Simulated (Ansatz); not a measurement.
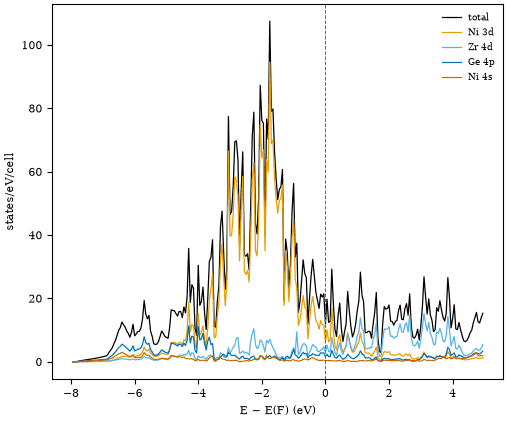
Fig. 1. Total and projected density of states of Zr6Ni16Ge7 in space group Fm-3m (No. 225; Pearson symbol cF116), r²SCAN in the plane-wave PAW code Ansatz

Task: Which orbitals carry the states next to the Fermi level?

Result: Within 0.5 eV of the Fermi level: Ni 3d 57 %, Zr 4d 22 %, Ge 4p 11 %. Projections are on Löwdin-orthogonalised atomic valence shells; empty p or d shells of many metals are not among them.

Task: Where is the tallest occupied peak in this window, and what makes it?

Result: Near -1.8 eV, about 110 states/eV per cell; the largest projected share is Ni 3d.

The first step of the workflow began from a Materials Project structure, measured or hypothetical; the Crystallography Open Database copy checked does not list it. Whether it is the stable phase at ambient conditions was not checked. The cell was relaxed with r²SCAN under the symmetry of its start; its stability against distortions is not shown here. No spin polarisation was allowed. Spin–orbit coupling is left out wherever it is not named.

Potentials: the later of the program's two PAW sets.
